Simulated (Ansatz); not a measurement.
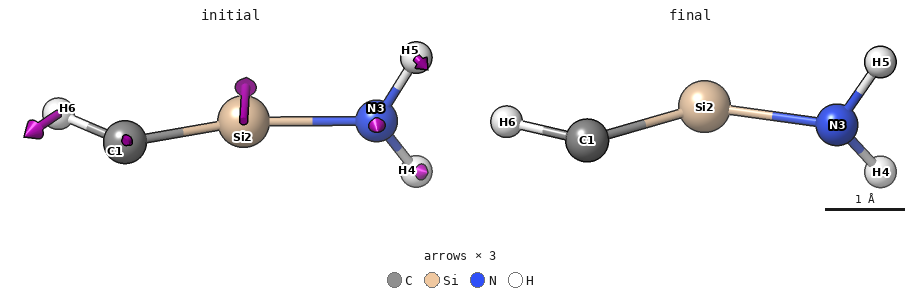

The structure of CH3NSi before (left) and after (right) a relaxation, at one scale. The purple arrows give the displacements, 3 times their true length.

The picture is a ball-and-stick view, seen at a tilt.

It is one of the separated reactants of a reaction.

Method: RKS PBE-D4/def2-SVP (Ansatz).

Input
```yaml
crystal:
  periodic: [false, false, false]
  atoms:
    - {symbol: C, position_ang: [1.660324, 0.150479, 1.009718]}
    - {symbol: Si, position_ang: [0.293262, -0.035765, 0.248878]}
    - {symbol: N, position_ang: [-0.985261, 0.124094, -0.841553]}
    - {symbol: H, position_ang: [-1.064808, -0.524055, -1.625119]}
    - {symbol: H, position_ang: [-1.808977, 0.664831, -0.577935]}
    - {symbol: H, position_ang: [1.976052, -0.399664, 1.858987]}
basis:
  gaussian: {orbitals: def2-SVP}
hamiltonian: {xc: pbe, dispersion: d4}
relax: {f_tol: 0.03, max_steps: 250}
```

Launched with:
```bash
ansatz run in.yaml --threads 2 --pin off --events-out ev --progress --plain --max-ram 4352MiB
```

Describe what moved and what it gained.

The largest move after the best rigid fit is that of Si2, 0.34 Å. By element the largest moves are Si 0.34 Å, H 0.24 Å, N 0.09 Å, C 0.05 Å. Some distances before and after: C1–Si2 1.576 → 1.673 Å, C1–H6 1.060 → 1.104 Å, Si2–N3 1.688 → 1.731 Å, N3–H4 1.020 → 1.024 Å. Bond angles that change, for instance: C1–Si2–N3 163.3° → 139.1°, H4–N3–H5 118.2° → 111.0°, Si2–C1–H6 125.7° → 130.7°. Over 6 geometry steps the energy falls by 8.96 kcal/mol. The largest force component goes from 3.1 to 0.012 eV/Å.
